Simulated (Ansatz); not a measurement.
Si2H8: several calculations on one system

## 1. Relaxation

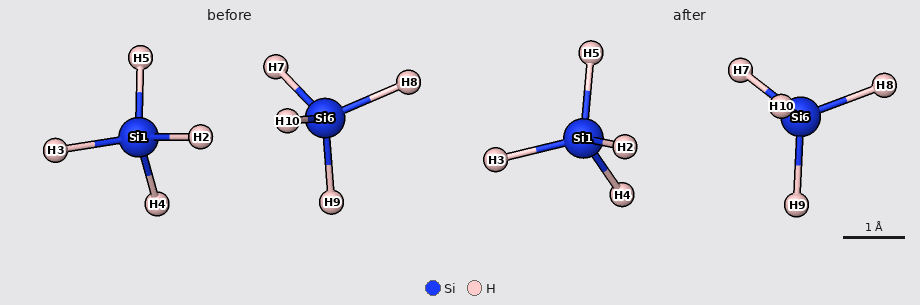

The structure of Si2H8 before (left) and after (right) a relaxation, at one scale.

Style: ball-and-stick. Shown at a tilt.

The run prepares an end point of a later path (reaction) calculation, from a guessed geometry.

Level of theory: Ansatz, RKS revPBE-D4/def2-SVP.

Input file:
```yaml
crystal:
  periodic: [false, false, false]
  atoms:
    - { symbol: Si, position_ang: [0.383499, -0.005159, -0.109804] }
    - { symbol: H, position_ang: [0.519989, 0.04422, 1.357477] }
    - { symbol: H, position_ang: [1.729395, 0.067843, -0.785457] }
    - { symbol: H, position_ang: [-0.459912, 1.153775, -0.564083] }
    - { symbol: H, position_ang: [-0.293577, -1.290646, -0.49361] }
    - { symbol: Si, position_ang: [-2.745652, 0.006496, 1.292532] }
    - { symbol: H, position_ang: [-2.99541, -0.880843, 0.105956] }
    - { symbol: H, position_ang: [-3.589961, -0.465932, 2.450847] }
    - { symbol: H, position_ang: [-3.120776, 1.42057, 0.943483] }
    - { symbol: H, position_ang: [-1.324494, -0.050323, 1.690058] }
basis:
  gaussian: { orbitals: def2-SVP }
hamiltonian:
  xc: revpbe
  dispersion: d4
relax:
  f_tol: 0.03
  max_steps: 50
```

Command:
```bash
ansatz run input.yaml --threads 1 --pin off --max-ram 2048MiB --backend cpu --events-out ev --progress --plain --runs-dir out
```

**Describe what moved and what it gained.**

The atom that moves furthest after the best rigid fit is H2 (0.73 Å). By element the largest moves are H 0.73 Å, Si 0.30 Å. Some distances before and after: Si1–Si6 3.429 → 4.004 Å, Si1–H2 1.474 → 1.502 Å, Si6–H10 1.477 → 1.503 Å, Si1–H3 1.508 → 1.503 Å. Over 11 geometry steps the energy falls by 0.225 eV. Largest force component: 0.81 eV/Å at the start, 0.016 eV/Å at the end. The forces were under the threshold at step 4, but the run went on from there. Cost: 7.7 s on 1 thread of AMD EPYC 9R45 96-Core Processor (Zen 5), with other jobs on the host, peak memory 0.14 GiB.

## 2. Relaxation

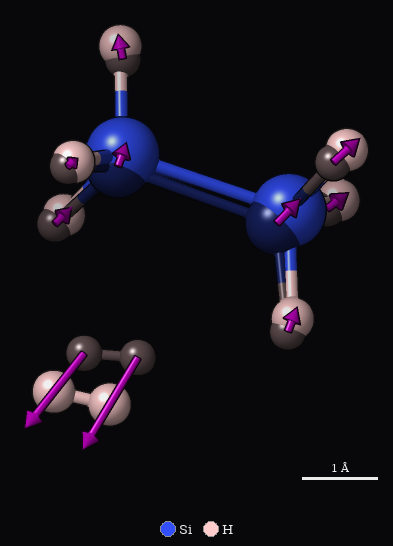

This is a relaxation of Si$_{2}$H$_{8}$. The starting structure is drawn faded, the final one solid; purple arrows show the displacements, 2 times their true length. The two geometries are superimposed by the best rigid fit.

A ball-and-stick model, seen at a tilt.

The run prepares an end point of a later path (reaction) calculation, from a guessed geometry.

Method: Ansatz, RKS revPBE-D4/def2-SVP.

The input:
```yaml
crystal:
  periodic: [false, false, false]
  atoms:
    - { symbol: Si, position_ang: [-0.453858, -0.12937, -0.453192] }
    - { symbol: H, position_ang: [-0.061687, 0.391561, 2.137292] }
    - { symbol: H, position_ang: [0.828117, 0.047905, 0.31243] }
    - { symbol: H, position_ang: [-0.520707, 0.956893, -1.497062] }
    - { symbol: H, position_ang: [-0.372238, -1.450675, -1.176088] }
    - { symbol: Si, position_ang: [-2.344401, -0.070158, 0.781761] }
    - { symbol: H, position_ang: [-3.496191, -0.360949, -0.148294] }
    - { symbol: H, position_ang: [-2.360445, -1.109359, 1.869477] }
    - { symbol: H, position_ang: [-2.580465, 1.289135, 1.383092] }
    - { symbol: H, position_ang: [-0.535025, 0.435017, 2.677985] }
basis:
  gaussian: { orbitals: def2-SVP }
hamiltonian:
  xc: revpbe
  dispersion: d4
relax:
  f_tol: 0.03
  max_steps: 50
output:
  orbitals: {}
```

Launched with:
```bash
ansatz run input.yaml --threads 1 --pin off --max-ram 2048MiB --backend cpu --events-out ev --progress --plain --runs-dir out
```

### What happened in the run?

Over 7 accepted moves (8 points after the start) the energy falls by 5.90 kcal/mol. Largest force component: 1.5 eV/Å at the start, 0.0095 eV/Å at the end. The line search rejected the trial step at point 6 of the run. The forces were under the threshold at step 5, but the run went on from there. H2 moves most after the best rigid fit: 0.76 Å. By element the largest moves are H 0.76 Å, Si 0.25 Å. Some distances before and after: Si1–Si6 2.259 → 2.356 Å, H2–H10 0.720 → 0.766 Å. Among the angles between lasting bonds that change: H3–Si1–Si6 115.6° → 110.7°, Si1–Si6–H7 107.3° → 109.8°, Si1–Si6–H8 112.7° → 110.3°. The run took 6.3 s on 1 thread of AMD EPYC 9R45 96-Core Processor (Zen 5) (shared host), peak memory 0.15 GiB.

## 3. Path

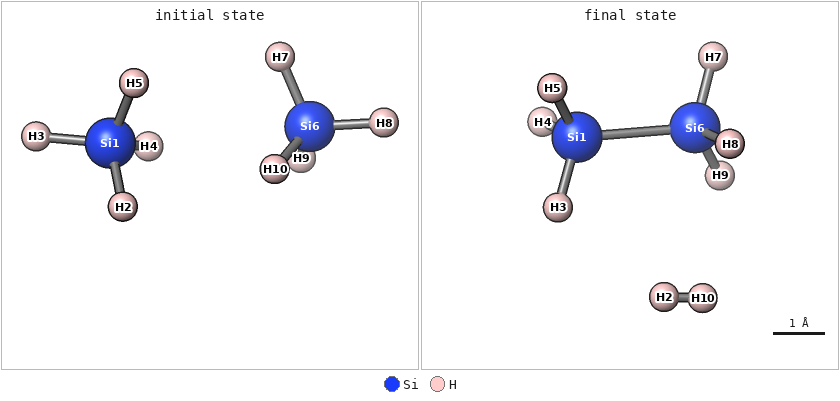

The two relaxed end points of a path for Si2H8, made up at the start of SiH$_{4}$ and SiH₄. Style: ball-and-stick. Shown at a tilt.

All numbers below come from RKS revPBE-D4/def2-SVP (Ansatz 0.2.0).

Set-up: 7 movable images; climbing image; force threshold 0.05 eV/Å; iteration limit 60.

Start:
```xyz
10

Si    0.6418   -0.0154   -0.2179
H     1.2148    0.1482    1.1608
H     1.7237    0.1965   -1.2389
H    -0.4464    1.0002   -0.4303
H     0.0716   -1.3978   -0.3696
Si   -3.0227    0.0145    1.3947
H    -3.0632   -0.8206    0.1464
H    -4.1653   -0.3663    2.2942
H    -3.1263    1.4700    1.0349
H    -1.7250   -0.2293    2.1133
```

End:
```xyz
10

Si   -0.4668   -0.2430   -0.6610
H     0.1848    0.5756    2.8471
H     0.7401   -0.0311    0.2140
H    -0.4523    0.7906   -1.7564
H    -0.3715   -1.6102   -1.2860
Si   -2.4501   -0.0632    0.5972
H    -3.6416   -0.3030   -0.2926
H    -2.4617   -1.0834    1.7041
H    -2.5672    1.3114    1.1995
H    -0.4106    0.6565    3.3215
```

### What barrier does the band find between them, and by what path?

The energy climbs by 2.93 eV to image 4 and then falls by 2.78 eV, so the end point sits at +0.14 eV. Breaking: Si1–H2 (1.50 → 1.77 at the top → 3.66 Å), Si6–H10 (1.50 → 1.90 at the top → 3.48 Å). Forming: H2–H10 (3.11 → 1.19 at the top → 0.77 Å), Si1–Si6 (4.00 → 2.69 at the top → 2.36 Å). The band converged in 26 iterations. The largest component of the band force went from 5.3 to 0.044 eV/Å. The climbing image converged on the top of the path. Its vibrational analysis gives one imaginary mode (1542i cm⁻¹), as a transition state must have.

Energies of the converged images:

```
image  path (Å)  E (eV)
    0      0.00   0.000
    1      1.01   0.007
    2      2.01   0.112
    3      3.02   0.894
    4      4.02   2.926
    5      5.44   0.359
    6      6.86   0.143
    7      8.28   0.148
    8      9.70   0.142
```

The geometry at the top of the path:

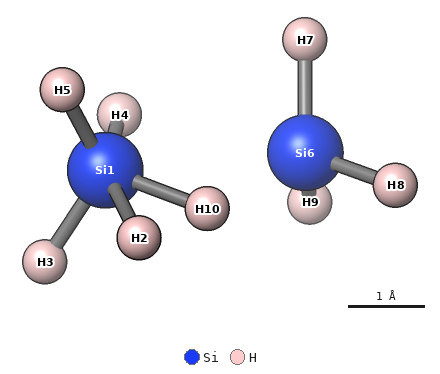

Limits of the set-up: the start holds two separate molecules, 3.1 Å apart at their closest, whose relative position is a soft coordinate.

Cost: 110 s on 1 thread of AMD EPYC 9R45 96-Core Processor (Zen 5), on a shared host, peak memory 0.17 GiB.
